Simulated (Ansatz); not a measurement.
# MoSeS monolayer, Janus: modes against biaxial strain in the plane of the sheet

Wanted: the shifts of the zone-centre modes of MoSeS monolayer, Janus with strain.

Main program and level: Ansatz 0.2.0; DFT PBEsol, scalar-relativistic, plane waves, PAW; PAW set soft_1.

## (1) The structure

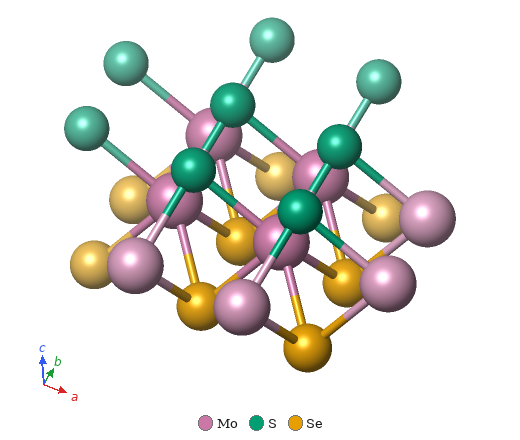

The starting structure, seen from a free direction (molybdenum pink, sulfur teal, selenium orange). 2×2×1 cells are drawn. Some periodic images of atoms are drawn too.

The cell holds 3 atoms: 1 Mo, 1 S and 1 Se. Its edges and angles: a = 3.300 Å, b = 3.300 Å, c = 30.400 Å, α = 90.0°, β = 90.0°, γ = 120.0°. Vacuum lies along c. The height across the vacuum is the one that the program set for its solve, not the one typed.

Coordinates:

```cif
data_structure
_symmetry_space_group_name_H-M 'P 1'
_symmetry_Int_Tables_number 1
_cell_length_a 3.3000
_cell_length_b 3.3000
_cell_length_c 30.4000
_cell_angle_alpha 90.000
_cell_angle_beta 90.000
_cell_angle_gamma 120.000
_cell_volume 286.70
loop_
_atom_site_label
_atom_site_type_symbol
_atom_site_fract_x
_atom_site_fract_y
_atom_site_fract_z
_atom_site_occupancy
Mo1 Mo 0.33333 0.66667 0.32895 1
S2 S 0.66667 0.33333 0.38158 1
Se3 Se 0.66667 0.33333 0.27303 1
```

## (2) A rough relaxation first

The start is far from rest, so a relaxation with loose tolerances brings it close first. The program lengthens the typed cell of 20.0 Å along the normal to 30.4 Å, as its cut-off of the electrostatics needs, and moves no atom.

Contents of input.yaml:

```yaml
crystal:
  lattice:
    - [3.3, 0.0, 0.0]
    - [-1.65, 2.85788, 0.0]
    - [0.0, 0.0, 20.0]
  atoms:
    - { symbol: Mo, position: [0.333333, 0.666667, 0.5] }
    - { symbol: S, position: [0.666667, 0.333333, 0.58] }
    - { symbol: Se, position: [0.666667, 0.333333, 0.415] }
  periodic: [true, true, false]
kpoints:
  mp_grid: { grid: [9, 9, 1] }
hamiltonian:
  xc: pbesol
  pseudopotentials: { kind: paw, azcp: { folder: soft_1 }, xc_functional: pbe }
scf:
  occupations: { method: gaussian, width: 0.1 }
output:
  forces: true
  stress: true
  eigenvalues: true
relax:
  adjacent_minimum: "off"
  f_tol: 0.05
  max_steps: 80
  cell: { stress_2d_tol: 0.02 }
```

Run with:

```
> ansatz run input.yaml --threads 4 --pin off --max-ram 16384MiB --backend cpu --events-out ev --progress --plain --runs-dir out
```

Numbers of over 12 decimals in the logs are rounded to 6 here.

Log:

```text
[...]
F+E_penalty+E_count = -11209.08495025 eV   max|allowed force component| = 2.542e-3 eV/Å   (the final SCF, on the basis selected at the relaxed cell)
  cell:  # Å, volume = 270.0908 Å³
    - [3.202969, 0, 0]
    - [-1.601485, 2.773853, 0]
    - [0, 0, 30.4]
  atoms:
    - { symbol: Mo, position: [0.333333, 0.666667, 0.329746] }
    - { symbol: S, position: [0.666667, 0.333333, 0.379892] }
    - { symbol: Se, position: [0.666667, 0.333333, 0.273914] }
[key lines of the parts left out:]
SCF converged after 9 iterations
Free energy (F): -11209.084950 eV
Fermi energy:    -4.831213 eV
P = ½ c Tr σ = 0.0098 N/m
```

Wall time 19 s (4 threads of Arm Neoverse V1, shared host); peak memory 0.58 GiB; 68 s of CPU time.

Relaxation path:

```csv
step,energy less that of the first step (eV),largest force component (eV/Å),volume (Å³)
1,0.0000,1.6052,286.70
2,-0.1302,1.0418,270.38
3,-0.1762,0.2169,267.86
4,-0.1798,0.0286,270.56
5,-0.1799,0.0023,270.09
6*,-0.1794,0.0025,270.09
```

Relaxation steps marked * repeat the geometry before them on a plane-wave basis chosen anew for their cell, so energy and pressure can jump there.

Forces are held to the 6 operations that the run works with; a distortion that breaks them can't arise in this run.

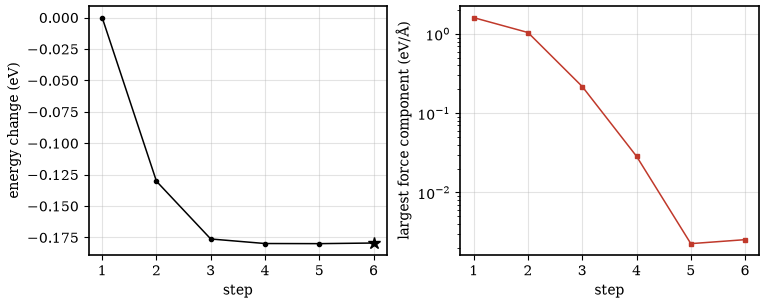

Energy and largest force along the relaxation. Stars mark steps on a basis chosen anew.

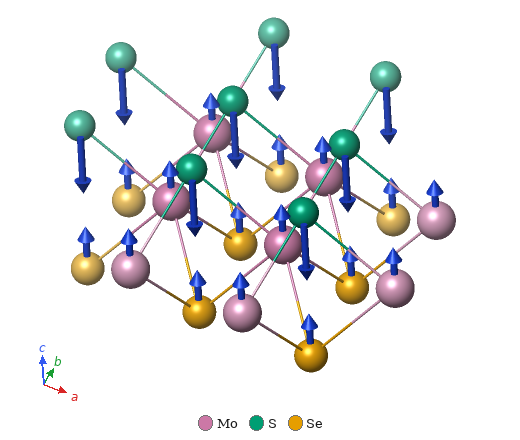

Displacements in the relaxation, exaggerated, measured against the changing cell; the longest in the cell stands for 0.05 Å. 2×2×1 cells are drawn. Some periodic images of atoms are drawn too.

```csv
cell as run,before,after,change
a (Å),3.300,3.203,-2.9 %
b (Å),3.300,3.203,-2.9 %
```

The atoms that moved most (Å, along periodic axes as changes of fractional coordinates times the final cell, across vacuum about the mean position):

```csv
atom,dx,dy,dz,length
S2,0.000,0.000,-0.051,0.051
Se3,0.000,0.000,0.027,0.027
Mo1,0.000,0.000,0.024,0.024
```

Final coordinates:

```xyz
3
Lattice="3.2030 0.0000 0.0000 -1.6015 2.7739 0.0000 0.0000 0.0000 30.4000" Properties=species:S:1:pos:R:3
Mo    0.0000    1.8492   10.0243
S     1.6015    0.9246   11.5487
Se    1.6015    0.9246    8.3270
```

Numbers from this step:

* gap on the k-mesh: 1.702 eV
* area per atom: 2.962 Å²

The relaxation ends with a largest force component of 0.0025 eV/Å.

## (3) Relaxation

Harmonic phonons are second derivatives at a point where the forces vanish, and they are wanted at zero stress, so atoms and cell are relaxed first.

Contents of input.yaml:

```yaml
crystal:
  lattice:
    - [3.2029693327, 0.0, 0.0]
    - [-1.6014846663, 2.7738528096, 0.0]
    - [0.0, 0.0, 30.4]
  atoms:
    - { symbol: Mo, position: [0.3333333333, 0.6666666667, 0.3297463016] }
    - { symbol: S, position: [0.6666666667, 0.3333333333, 0.3798918377] }
    - { symbol: Se, position: [0.6666666667, 0.3333333333, 0.2739144923] }
  periodic: [true, true, false]
kpoints:
  mp_grid: { grid: [12, 12, 1] }
hamiltonian:
  xc: pbesol
  pseudopotentials: { kind: paw, azcp: { folder: soft_1 }, xc_functional: pbe }
scf:
  occupations: { method: gaussian, width: 0.02 }
output:
  forces: true
  stress: true
  eigenvalues: true
  write_density: true
  write_potential: true
  elf: true
  volumetric_format: npy
relax:
  adjacent_minimum: "off"
  f_tol: 0.005
  max_steps: 80
  cell: { stress_2d_tol: 0.02 }
```

Log:

```text
[...]
Crystal: 3 atoms, lattice volume = 270.091 Å³
Basis set: ecut = 420 eV, 5333 PW (Γ), exchange–correlation on 48×48×432 points (8 copies of the dense FFT grid, shifted against one another)
Bands: 22, of which v1, the nominal top of the filled ones, is band 18 counted from 1 (17 counted from 0)
Symmetry: 6 space group operations
[...]
k-points: 19 of 144 (time reversal used)
[...]
SCF iter   1: F=—  HF=-11210.342572 eV  |F-HF|=—  |Δ(HF+E_count)|=         —  Δρ=3.57e-2  dr2=5.11e0  ethr=3.10e-3  ⟨swp⟩=18.0  Hψ=3851  notcnv=0
[...]
SCF iter  11: F=-11209.085000 eV  HF=-11209.085000 eV  |F-HF|=3.95e-10  |Δ(HF+E_count)|=   2.35e-8  Δρ=4.88e-7  dr2=1.97e-9  ethr=2.47e-11  ⟨swp⟩=10.4  Hψ=3312  notcnv=0
SCF 1 converged in 11 iterations: F = -11209.085000 eV  dr2 = 1.97e-9
[...]
relax step   1: F+E_penalty+E_count = -11209.08499986 eV  Δ(F+E_penalty+E_count) = +0.000e0 eV  max|allowed force component| = 2.505e-3 eV/Å  Δτ_max = 0.0000 Å  P = +0.010 N/m  Ω = 270.091 Å³  fix = [c, alpha, beta]  reactions: c +0.000 N/m  (11 SCF iters, dr2 threshold 1.00e-7 eV, accepted)
[...]
SCF iter   1: F=—  HF=-11209.085003 eV  |F-HF|=—  |Δ(HF+E_count)|=         —  Δρ=1.22e-6  dr2=5.28e-9  ethr=2.46e-7  ⟨swp⟩=6.6  Hψ=5758  notcnv=0
eigensolver tolerance schedule: the retry pair's looser diagonalisation over-reported the residual by 16783.03 of it (diagonalisation noise at an unbounded share of the residual, at the tolerance the schedule requests for it); recorded, not acted on — ethr = c·dr2/N_el stays at c = 1.0e-1
[...]
SCF iter   2: F=—  HF=-11209.085000 eV  |F-HF|=—  |Δ(HF+E_count)|=   3.01e-6  Δρ=8.51e-7  dr2=9.78e-9  ethr=1.47e-11  ⟨swp⟩=6.7  Hψ=1661  notcnv=0
[...]
SCF iter   7: F=-11209.085000 eV  HF=-11209.085000 eV  |F-HF|=5.46e-11  |Δ(HF+E_count)|=  3.53e-10  Δρ=1.54e-8  dr2=1.13e-12  ethr=1.00e-12  ⟨swp⟩=11.2  Hψ=3120  notcnv=0
SCF 2 converged in 7 iterations: F = -11209.085000 eV  dr2 = 1.13e-12
relax step   2: F+E_penalty+E_count = -11209.08499987 eV  Δ(F+E_penalty+E_count) = -1.775e-9 eV  max|allowed force component| = 2.504e-3 eV/Å  Δτ_max = 0.0000 Å  P = +0.010 N/m  Ω = 270.091 Å³  fix = [c, alpha, beta]  reactions: c +0.000 N/m  stress off target by 9.97e-3 N/m on what of the cell is left free  SCF on the basis re-selected at this cell (its energy is not comparable with the rows above)  (7 SCF iters)
basis re-selected at this cell: Δ(F+E_penalty+E_count) = -1.775e-9 eV, ΔP = +0.000 N/m vs the last step (what re-selecting the basis moved, of the pressure what is left beyond the Pulay correction that the steps carried, after the strain that the cell walked since its last selection, with what the two solves' SCF thresholds leave and, on support functions, any second-order correction that the steps lacked; it is no m [...]
WARN: The output density's exchange-correlation potential varies sharply where the density is thin. Do not read a vacuum level from v_tot or v_xc, or from such a field of the output density. On a cell that repeats whose density bears no net charge and no dipole along the vacuum's axis use v_es (v_loc + v_h of the components); under efield.dipole_correction with no amplitude use v_es + v_field, which holds any externa [...]
SCF converged after 7 iterations
Free energy (F): -11209.085000 eV
[...]
Internal energy: -11209.085000 eV  (E = F + TS)
E sigma→0 (E₀):  -11209.085000 eV
Fermi energy:    -4.831212 eV
[...]
--- Forces (eV/Å), atoms counted from 1 ---
  atom   1  Mo     0.00000000    -0.00000000    -0.00103837
  atom   2  S      0.00000000     0.00000000     0.00250432
  atom   3  Se    -0.00000000     0.00000000    -0.00146635
  max |Σ_I F_I| component: 3.98e-7 eV/Å
--- 2D stress c σ (N/m, compression-positive) ---
        0.009973      -0.000000       0.000000
       -0.000000       0.009973       0.000000
        0.000000       0.000000       0.000000
  P = ½ c Tr σ = 0.0100 N/m
--- Band table (eV; the first three rows and the last of 19) ---
  k-point 0: bands = [... 14 lower, -7.6713, -6.8370, -6.8370, -5.7536, -2.7253, -2.7253, -2.3628, -2.3628]
  k-point 1: bands = [... 14 lower, -7.8792, -6.9794, -6.7582, -5.7783, -2.9213, -2.7838, -2.6284, -2.4365]
  k-point 2: bands = [... 14 lower, -7.9096, -7.2192, -6.8088, -5.9645, -3.4823, -3.0080, -2.8853, -2.1372]
  k-point 18: bands = [... 14 lower, -9.1594, -8.6500, -7.8155, -5.6821, -3.9803, -2.8375, -2.1950, -0.8101]
--- Relaxed structure (1 steps of the walk, 1 accepted, 1 SCFs on fresh bases) ---
[...]
cell:  # Å, volume = 270.0908 Å³
    - [3.202969, -2.8867490458900593e-11, 0.0]
    - [-1.601485, 2.773853, 0.0]
    - [0.0, 0.0, 30.4]
  atoms:
    - { symbol: Mo, position: [0.333333, 0.666667, 0.329746] }
    - { symbol: S, position: [0.666667, 0.333333, 0.379892] }
    - { symbol: Se, position: [0.666667, 0.333333, 0.273914] }
```

Elapsed: 10 s, on 4 threads; peak memory 0.6 GiB; 40 s of CPU time.

Little changed from the start: no atom moved by 0.005 Å and no cell edge by 0.1 %.

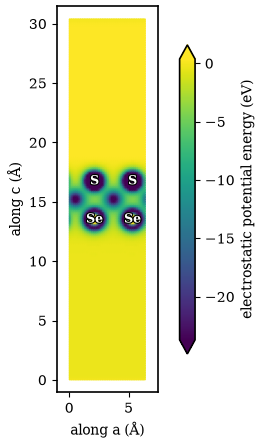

Electrostatic potential energy in the ac plane at fractional y = 0.333, with atoms of S and Se within 0.2 Å of it. With pseudopotentials it is smooth inside the atoms' cores, unlike the true potential.

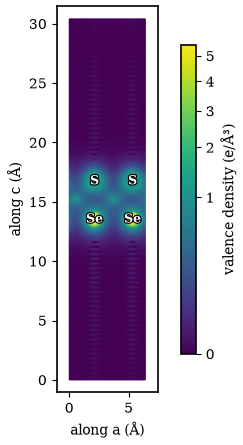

Valence density in the ac plane at fractional y = 0.333, with atoms of S and Se within 0.2 Å of it. It is the smooth field of the valence electrons, not physical close to the nuclei. The colour scale is stretched toward low values.

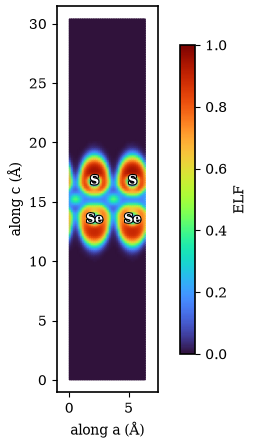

ELF in the ac plane at fractional y = 0.333, with atoms of S and Se within 0.2 Å of it. It is the smooth field of the valence electrons, not physical close to the nuclei.

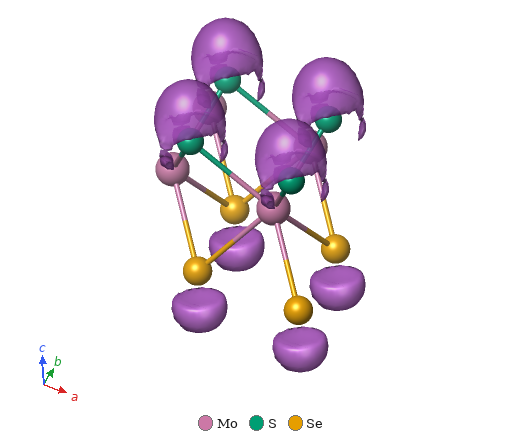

Surface of ELF = 0.85. 2×2×1 cells are drawn.

## (4) Tight relaxation

Phonons need small forces and stress, so the relaxation is finished with tight tolerances on 12×12×1 k points.

input.yaml, as its differences from that of step 3:

```diff
@@ -16,3 +16,3 @@
 scf:
-  occupations: { method: gaussian, width: 0.02 }
+  occupations: { method: fixed }
 output:
@@ -27,4 +27,4 @@
   adjacent_minimum: "off"
-  f_tol: 0.005
-  max_steps: 80
-  cell: { stress_2d_tol: 0.02 }
+  f_tol: 0.001
+  max_steps: 60
+  cell: { stress_2d_tol: 0.002 }
```

Log:

```text
[...]
Crystal: 3 atoms, lattice volume = 270.091 Å³
Basis set: ecut = 420 eV, 5333 PW (Γ), exchange–correlation on 48×48×432 points (8 copies of the dense FFT grid, shifted against one another)
Bands: 22, of which v1, the nominal top of the filled ones, is band 18 counted from 1 (17 counted from 0)
Symmetry: 6 space group operations
[...]
k-points: 19 of 144 (time reversal used)
[...]
--- Relaxed structure (3 steps of the walk, 3 accepted, 1 SCFs on fresh bases) ---
[...]
cell:  # Å, volume = 270.1142 Å³
    - [3.203108, -2.8868741925194358e-11, 0]
    - [-1.601554, 2.773973, 0]
    - [0, 0, 30.4]
  atoms:
    - { symbol: Mo, position: [0.333333, 0.666667, 0.329746] }
    - { symbol: S, position: [0.666667, 0.333333, 0.379894] }
    - { symbol: Se, position: [0.666667, 0.333333, 0.273913] }
[key lines of the parts left out:]
SCF converged after 10 iterations
Free energy (F): -11209.085000 eV
Fermi energy:    -5.682095 eV
P = ½ c Tr σ = -0.0007 N/m
```

Elapsed: 17 s, on 4 threads; peak memory 0.6 GiB; 66 s of CPU time.

Little changed from the start: no atom moved by 0.005 Å and no cell edge by 0.1 %.

Numbers from this step:

```
gap on the k-mesh : 1.701 eV
```

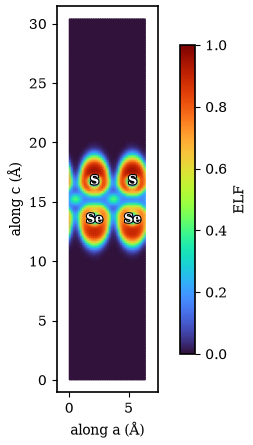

ELF in the ac plane at fractional y = 0.333, with atoms of S and Se within 0.2 Å of it. It is the smooth field of the valence electrons, not physical close to the nuclei.

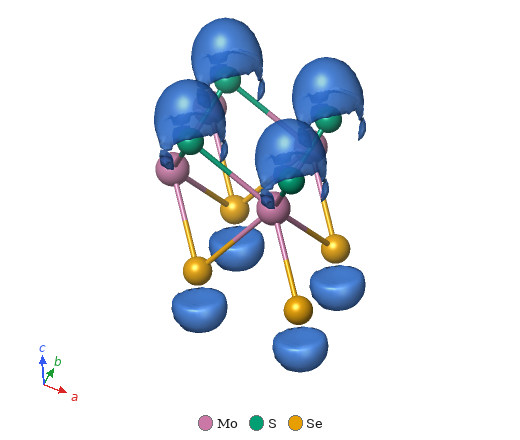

Surface of ELF = 0.85. 2×2×1 cells are drawn.

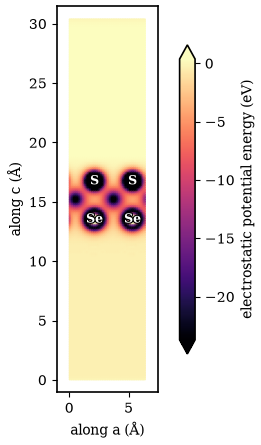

Electrostatic potential energy in the ac plane at fractional y = 0.333, with atoms of S and Se within 0.2 Å of it. With pseudopotentials it is smooth inside the atoms' cores, unlike the true potential.

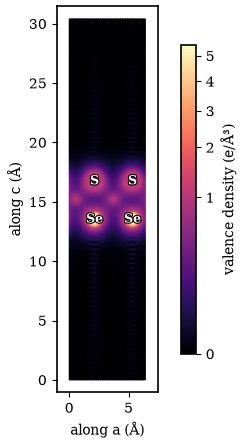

Valence density in the ac plane at fractional y = 0.333, with atoms of S and Se within 0.2 Å of it. It is the smooth field of the valence electrons, not physical close to the nuclei. The colour scale is stretched toward low values.

The largest force component left is 0.14 meV/Å, within the tolerances set.

## (5) Zone-centre response at rest

The force constants come from the linear response of the density to a displacement.

The modes at rest are the reference of the series.

input.yaml, the sections that differ from step 4:

```yaml
crystal:
  lattice:
    - [3.2031081881, 0.0, 0.0]
    - [-1.601554094, 2.773973062, 0.0]
    - [0.0, 0.0, 30.4]
  atoms:
    - { symbol: Mo, position: [0.3333333333, 0.6666666667, 0.3297455859] }
    - { symbol: S, position: [0.6666666667, 0.3333333333, 0.379893902] }
    - { symbol: Se, position: [0.6666666667, 0.3333333333, 0.2739131437] }
  periodic: [true, true, false]
output:
  eigenvalues: true
phonons:
  method: dfpt
# kpoints, hamiltonian, scf: as in step 4
# relax: removed
```

Log:

```text
[...]
Crystal: 3 atoms, lattice volume = 270.114 Å³
Basis set: ecut = 420 eV, 5333 PW (Γ), exchange–correlation on 48×48×432 points (8 copies of the dense FFT grid, shifted against one another)
Bands: 22, of which v1, the nominal top of the filled ones, is band 18 counted from 1 (17 counted from 0)
Symmetry: 6 space group operations
k-points: 43 of 144 (irreducible under 2 space group operations, time reversal used)
[...]
SCF iter   1: F=—  HF=-11210.337872 eV  |F-HF|=—  |Δ(HF+E_count)|=         —  Δρ=3.56e-2  dr2=5.09e0  ethr=3.10e-3  ⟨swp⟩=7.3  Hψ=5463  notcnv=0  defer=69
[...]
SCF iter  13: F=-11209.085000 eV  HF=-11209.085000 eV  |F-HF|=8.39e-10  |Δ(HF+E_count)|=  8.57e-10  Δρ=1.22e-7  dr2=4.90e-11  ethr=1.00e-12  ⟨swp⟩=19.3  Hψ=10414  notcnv=0
SCF 1 converged in 13 iterations: F = -11209.085000 eV  dr2 = 4.90e-11
[...]
DFPT response loops at Γ: preconditioner auto → none (the input reference at scf.mixing.eps_inf says where Resta's filter doesn't serve); β = 0.50; Broyden in place of MSR1
SCF converged after 13 iterations
Free energy (F): -11209.085000 eV
[...]
Internal energy: -11209.085000 eV  (E = F + TS)
E sigma→0 (E₀):  -11209.085000 eV
Fermi energy:    -5.682107 eV
[...]
--- Band table (eV; the first three rows and the last of 43) ---
  k-point 0: bands = [... 14 lower, -7.6710, -6.8370, -6.8370, -5.7537, -2.7259, -2.7259, -2.3634, -2.3634]
  k-point 1: bands = [... 14 lower, -7.8790, -6.9794, -6.7582, -5.7783, -2.9218, -2.7844, -2.6290, -2.4370]
  k-point 2: bands = [... 14 lower, -7.9093, -7.2193, -6.8087, -5.9646, -3.4825, -3.0086, -2.8858, -2.1378]
  k-point 42: bands = [... 14 lower, -8.9255, -8.5902, -7.3184, -6.1172, -3.6222, -2.9376, -2.6459, -1.1525]
--- Phonons (Γ-DFPT): 6 representative perturbations + reference, on 43 of 144 k-points (Σ response iterations 28) ---
  k mesh reduced under 2 symmetry operations, with k and −k counted as one. Each operation leaves every solved perturbation unchanged. A smaller set is not used because it would not reduce the number of displacements times k-points to solve
  ASR residual: 9.312e-5 → 0.000e0 eV/Å²; symmetrization residual: 9.169e-6 eV/Å²
  ASR residual per site (eV/Å²): 9.31e-5 8.28e-5 7.50e-5
  Γ frequencies (cm⁻¹): 0.00 0.00 0.00 207.01 207.01 291.04 354.79 354.79 442.09
  non-analytic LO–TO correction: not included (Born effective charges unavailable; polar crystals: no LO–TO splitting at Γ)
```

It took 63 s on 4 threads; peak memory 1.3 GiB.

Numbers from this step:

* sum-rule residual before enforcement: 9.31e-5 eV/Å²
* point group: 3m
* highest optical mode at the zone centre (no LO-TO term): 442.1 cm⁻¹
* lowest optical zone-centre mode: 207.0 cm⁻¹

Without the LO-TO term. Patterns of degenerate modes are one choice out of their space. The modes at Γ (shares of kinetic energy by element, %):

```csv
mode,frequency (cm⁻¹),symmetry,Mo %,S %,Se %
1,0.0,acoustic,46,15,38
2,0.0,acoustic,46,15,38
3,0.0,acoustic,46,15,38
4,207.0,E,15,27,58
5,207.0,E,15,27,58
6,291.0,A1,20,20,60
7,354.8,E,39,57,4
8,354.8,E,39,57,4
9,442.1,A1,34,65,2
```

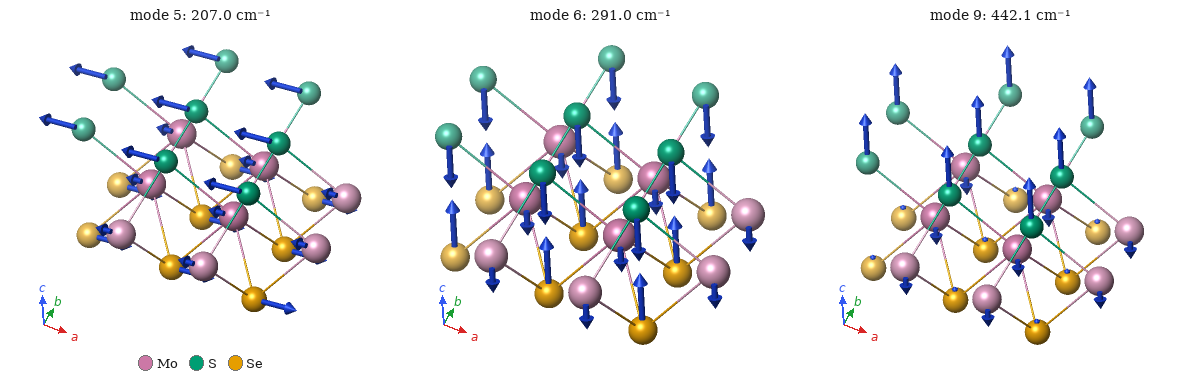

Displacement patterns of modes 5, 6 and 9 at Γ; arrows are exaggerated. 2×2×1 cells are drawn. Some periodic images of atoms are drawn too.

Before it was imposed, the acoustic sum rule was missed by 9.3e-5 eV/Å². Small misses are needed for a sound result but don't prove that mesh and cutoff are converged. The lowest optical mode is real, 207 cm⁻¹.

(Part 1 of 2 ends here.)

[Logs are printed without paths, hosts, clocks, repeated set-up lines and the standing remarks that a program may print on its own settings, such as how far it seeks lower states.]

[Hosts, paths, dates, database ids (printed as entryN), source tags and the programs' standing remarks are cut or masked in the printed files.]
